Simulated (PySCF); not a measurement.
CH₆S₂, SMILES `S.CS`.

Method: LC-wPBE/def2-SVP; geometry: an unrelaxed start of a pair search; program: PySCF. Without diffuse functions Rydberg states are missing, so the states' numbers hold for this basis only.

The calculation's input:

```python
import numpy as np
from pyscf import gto, scf, dft, tdscf
from pyscf.scf import atom_ks, atom_hf
from scipy.linalg import block_diag

def solve(mol, dm0=None, hcore=None):
    mf = (dft.UKS if mol.spin else dft.RKS)(mol, xc='lc_wpbe')
    mf.grids.level = 3
    mf = mf.density_fit(auxbasis='def2-universal-jkfit')
    mf.conv_tol, mf.max_cycle = 1e-8, 80
    if hcore is not None:
        mf.get_hcore = lambda *args: hcore
    mf.kernel(dm0)
    if not mf.converged:
        mf = mf.newton().run(mf.mo_coeff, mf.mo_occ, max_cycle=30)
    assert mf.converged, 'SCF not converged'
    return mf

mol = gto.M(atom='''
S     -2.22207    -0.00633    -0.04941
H     -1.13862    -0.72293    -0.31812
H     -2.21732    -0.38352     1.22266
C      1.29270     1.18721     0.01315
S      1.56211    -0.61378    -0.07147
H      0.91844     1.45370     0.99660
H      0.54913     1.42267    -0.74129
H      2.22167     1.70410    -0.20425
H      2.46984    -0.67551     0.89955
''', basis='def2-svp', charge=0, spin=0, verbose=4)
mf = solve(mol)
td = mf.TDA()
td.nstates, td.singlet, td.conv_tol = 5, True, 1e-5
td.kernel()
td.analyze()
x, y = np.array([p[0] for p in td.xy]), np.array([p[1] + 0 * p[0] for p in td.xy])
f, mu = td.oscillator_strength(), td.transition_dipole()
nto = [td.get_nto(state=i + 1, verbose=4) for i in range(len(td.e))]
# spherically averaged free atoms, for the promolecule
atm = atom_ks.get_atm_nrks(mol, xc='lc_wpbe')
pro = block_diag(*[(atm[a[0]][2] * atm[a[0]][3]) @ atm[a[0]][2].T for a in mol._atom])
np.savez('result.npz', e=td.e, f=f, ok=td.converged, w=[n[0] for n in nto], nto=[n[1] for n in nto], x=x, y=y, c=mf.mo_coeff, occ=mf.mo_occ, eps=mf.mo_energy, pro=pro, mu=mu)
```

Launched as:

```sh
OMP_NUM_THREADS=1 python input.py
```

The run took 84 s on 1 thread of Arm Neoverse V2 (shared host), peak memory 0.49 GiB.

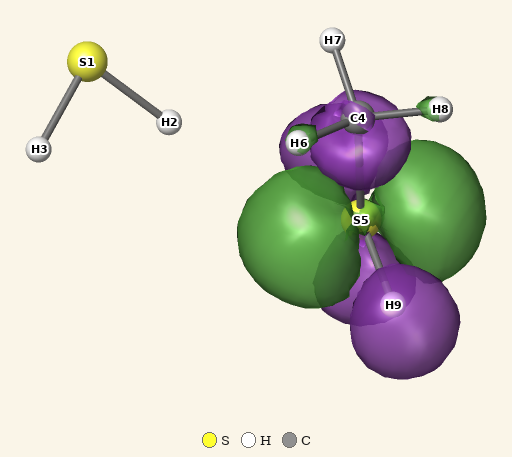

Unrelaxed difference density of S₁ less the ground state (TDA singlet states), ±0.04 e/Å³; purple: gain, green: loss.

### How does the charge move on excitation?

0.73 e is displaced in all, of which about 0.3 e passes between atoms: S5 (0.31 e) loses electrons and H9 (0.19 e) and C4 (0.06 e) gain them. The state: 6.17 eV (201 nm), f = 0.005; the leading pair carries 100 %; hole on S5 (84 %) and C4 (6 %), electron on S5 (52 %), H9 (23 %) and C4 (12 %); their centroids lie 0.3 Å apart.
